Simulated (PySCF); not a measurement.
**Two runs on CH4Cl2Si**

System: CH4Cl2Si.
Method of the first run: GIAO PBE0/pcSseg-1 NMR shielding, non-relativistic, IEF-PCM dimethylsulfoxide (PySCF 2.14.0).

The geometry comes from this level: GFN1-xTB. Text and figures count atoms from 1; the logs count them from 0 in places.

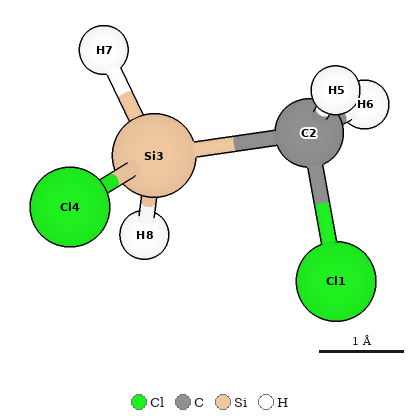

Figure 1. The structure as given in the input (ball-and-stick view, seen at a tilt; atoms are numbered from 1 in the order of the input).

**Input file, the first run**
```
{"job": {"xc": "PBE0", "basis": "pcSseg-1", "solvent": "dimethylsulfoxide", "kind": "nmr", "pop": false}, "charge": 0, "multiplicity": 1}
Cl    -1.299129    -0.148124    -1.525590
C     -0.987974     0.134648     0.243588
Si     0.886465    -0.166770     0.077599
Cl     1.797193     1.280363    -0.964120
H     -1.367764     1.129647     0.483674
H     -1.601935    -0.580739     0.793242
H      1.496197    -0.178794     1.401796
H      1.086004    -1.460818    -0.534755
```

The first line tells a small driver script what to run in PySCF; the rest is the geometry in Å.

Launched with:
```bash
OMP_NUM_THREADS=1 python <driver script> task.json out
```

Hardware: 1 CPU thread, shared host.

**Output (the first run)**
```
coarse grid: 8440 points
cycle   1  E = -1249.8773430003  dE =  2.466e-01  |g| = 2.520e-01  |ddm| = 2.520e+00
cycle   2  E = -1249.8821035460  dE = -4.761e-03  |g| = 2.282e-01  |ddm| = 5.631e-01
cycle   3  E = -1249.8941834713  dE = -1.208e-02  |g| = 2.865e-02  |ddm| = 2.690e-01
cycle   4  E = -1249.8943183113  dE = -1.348e-04  |g| = 1.456e-02  |ddm| = 3.143e-02
cycle   5  E = -1249.8943705859  dE = -5.227e-05  |g| = 2.696e-03  |ddm| = 1.265e-02
cycle   6  E = -1249.8943724082  dE = -1.822e-06  |g| = 6.944e-04  |ddm| = 3.216e-03
final grid: 68120 points
cycle   7  E = -1249.9149496239  dE = -1.852e-05  |g| = 5.150e-03  |ddm| = 1.198e-02
cycle   8  E = -1249.9149475112  dE =  2.113e-06  |g| = 5.333e-03  |ddm| = 7.639e-03
cycle   9  E = -1249.9149543487  dE = -6.837e-06  |g| = 9.113e-04  |ddm| = 4.448e-03
cycle  10  E = -1249.9149545192  dE = -1.705e-07  |g| = 1.266e-04  |ddm| = 8.170e-04
cycle  11  E = -1249.9149545231  dE = -3.869e-09  |g| = 2.042e-05  |ddm| = 1.586e-04
cycle  12  E = -1249.9149545232  dE = -9.072e-11  |g| = 5.050e-06  |ddm| = 2.639e-05
converged SCF energy = -1249.9149545232

GIAO shielding tensors (ppm)
atom      isotropic    diamagn.    paramagn.     s11        s22        s33       span
  0 Cl     902.225    1147.078    -244.853    764.886    883.211   1058.579    293.693
  1 C      150.882     253.083    -102.201    126.123    147.515    179.007     52.885
  2 Si     371.709     876.047    -504.338    319.242    381.476    414.410     95.167
  3 Cl    1019.150    1147.869    -128.719    943.355   1037.199   1076.896    133.541
  4 H       28.043      28.962      -0.919     23.853     25.534     34.743     10.889
  5 H       27.953      28.903      -0.950     22.336     26.039     35.484     13.148
  6 H       26.428      27.632      -1.204     22.061     24.684     32.540     10.480
  7 H       26.776      27.560      -0.784     22.533     25.276     32.519      9.986
```

The input of the second run differs as follows (lines with − go, lines with + come):
```diff
-Cl    -1.299129    -0.148124    -1.525590
-C     -0.987974     0.134648     0.243588
-Si     0.886465    -0.166770     0.077599
-Cl     1.797193     1.280363    -0.964120
-H     -1.367764     1.129647     0.483674
-H     -1.601935    -0.580739     0.793242
-H      1.496197    -0.178794     1.401796
-H      1.086004    -1.460818    -0.534755
+Cl     1.459957    -1.388015    -0.112121
+C      0.957147     0.360907    -0.116116
+Si    -0.857971    -0.167060     0.093444
+Cl    -2.136120     1.402492     0.175958
+H      1.494749     0.856364     0.694059
+H      1.310178     0.799283    -1.051017
+H     -1.236005    -0.967367    -1.048865
+H     -0.982877    -0.887191     1.340093
```

How does the second run compare with the first run?

With the same method and basis, the second run lies 2.3 kcal/mol lower. The HOMO goes from −8.25 to −8.49 eV. The dipole moment goes from 3.10 to 1.56 D. Of all shieldings, the largest change is that of Cl4, by −79.8 ppm. The number of SCF iterations is the same.

**Output (the second run)**
```
coarse grid: 8440 points
cycle   1  E = -1249.8808781106  dE =  2.405e-01  |g| = 2.524e-01  |ddm| = 2.512e+00
cycle   2  E = -1249.8852113064  dE = -4.333e-03  |g| = 2.324e-01  |ddm| = 5.703e-01
cycle   3  E = -1249.8977794798  dE = -1.257e-02  |g| = 2.692e-02  |ddm| = 2.736e-01
cycle   4  E = -1249.8978904949  dE = -1.110e-04  |g| = 1.438e-02  |ddm| = 2.944e-02
cycle   5  E = -1249.8979414681  dE = -5.097e-05  |g| = 2.630e-03  |ddm| = 1.230e-02
cycle   6  E = -1249.8979432037  dE = -1.736e-06  |g| = 6.649e-04  |ddm| = 3.112e-03
final grid: 68120 points
cycle   7  E = -1249.9186509378  dE = -1.871e-05  |g| = 5.096e-03  |ddm| = 1.198e-02
cycle   8  E = -1249.9186490060  dE =  1.932e-06  |g| = 5.192e-03  |ddm| = 7.301e-03
cycle   9  E = -1249.9186554773  dE = -6.471e-06  |g| = 9.253e-04  |ddm| = 4.303e-03
cycle  10  E = -1249.9186556552  dE = -1.779e-07  |g| = 1.236e-04  |ddm| = 8.148e-04
cycle  11  E = -1249.9186556589  dE = -3.689e-09  |g| = 1.991e-05  |ddm| = 1.537e-04
cycle  12  E = -1249.9186556590  dE = -8.640e-11  |g| = 4.672e-06  |ddm| = 2.511e-05
converged SCF energy = -1249.9186556590

GIAO shielding tensors (ppm)
atom      isotropic    diamagn.    paramagn.     s11        s22        s33       span
  0 Cl     949.635    1147.016    -197.381    843.110    932.189   1073.606    230.496
  1 C      151.434     253.577    -102.143    122.110    139.576    192.616     70.506
  2 Si     402.822     875.671    -472.849    377.248    408.528    422.690     45.441
  3 Cl     939.368    1147.977    -208.609    830.534    957.701   1029.870    199.335
  4 H       27.886      28.977      -1.091     22.681     26.273     34.704     12.023
  5 H       27.886      28.972      -1.086     22.679     26.273     34.705     12.025
  6 H       27.027      27.579      -0.551     21.834     27.597     31.651      9.817
  7 H       27.028      27.580      -0.552     21.838     27.592     31.654      9.816
```

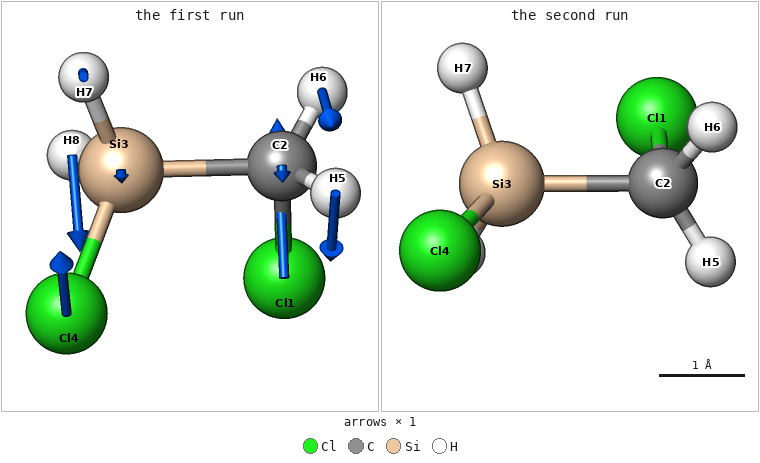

Figure 2. The two input geometries at one scale (ball-and-stick view, seen at a tilt). The blue arrows on the first give the shifts of the atoms after the best rigid fit, at true length. Cl1 moves most after the best rigid fit: 1.92 Å. By element the largest moves are Cl 1.92 Å, H 1.23 Å, C 0.21 Å, Si 0.17 Å. Among the contacts that change: Si3–Cl4 2.002 → 2.026 Å, Si3–H7 1.458 → 1.445 Å.

**The two runs side by side**

| quantity | the first run | the second run |
| --- | --- | --- |
| outcome | converged | converged |
| total energy (hartree) | −1249.914955 | −1249.918656 |
| HOMO (eV) | −8.25 | −8.49 |
| LUMO (eV) | 0.22 | 0.20 |
| dipole moment (D) | 3.10 | 1.56 |
| shielding of Cl1 (ppm) | 902.2 | 949.6 |
| shielding of C2 (ppm) | 150.9 | 151.4 |
| shielding of Si3 (ppm) | 371.7 | 402.8 |
| shielding of Cl4 (ppm) | 1019.1 | 939.4 |
| shielding of H5 (ppm) | 28.0 | 27.9 |
| shielding of H7 (ppm) | 26.4 | 27.0 |
| shielding of H8 (ppm) | 26.8 | 27.0 |
| SCF iterations | 12 | 12 |
| basis functions | 109 | 109 |
| wall time (shared host) | 4.5 s | 4.5 s |
